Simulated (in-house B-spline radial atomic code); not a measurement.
```
Z = 81
electrons = 79.0
configuration = [Xe] 4f14 5d10 6s1
hamiltonian = x2c
method = pbeh
lmax = 9
exact_exchange_fraction = 0.7
rms_radius = 5.4759
spin_polarised = True
box_radius = 17.55
intervals = 68
ion_configuration = [Xe] 4f14 5d10
```

Launched with:
```bash
python run_gw.py task.json out
```

All-electron spherical atom, scalar X2C, PBE with 70 % exact exchange start, no spin-orbit coupling, Breit or QED terms; computed with a B-spline radial code. The quasi-particle equation is solved at full frequency; levels of low quasi-particle weight Z are left out.

Parts of the G₀W₀ correction to each level for Tl²⁺ (thallium, Z = 81):

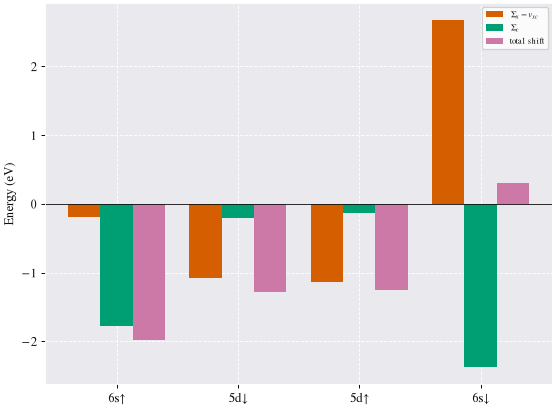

G₀W₀ moves the highest occupied level, 6s↑, from −28.18 to −30.16 eV (renormalisation factor Z = 0.97); the measured removal energy is 29.85 eV, so the error is +0.31 eV. The empty level 6s↓ goes from −20.53 to −20.23 eV.

```json
{"Level": "6s↑", "Mean field (eV)": "−28.18", "Σx − vxc (eV)": "−0.20", "Σc (eV)": "−1.78", "Z": "0.97", "G₀W₀ (eV)": "−30.16"}
{"Level": "5d↓", "Mean field (eV)": "−38.93", "Σx − vxc (eV)": "−1.07", "Σc (eV)": "−0.20", "Z": "0.95", "G₀W₀ (eV)": "−40.21"}
{"Level": "5d↑", "Mean field (eV)": "−39.30", "Σx − vxc (eV)": "−1.13", "Σc (eV)": "−0.13", "Z": "0.94", "G₀W₀ (eV)": "−40.56"}
{"Level": "6s↓", "Mean field (eV)": "−20.53", "Σx − vxc (eV)": "2.67", "Σc (eV)": "−2.37", "Z": "0.96", "G₀W₀ (eV)": "−20.23"}
```
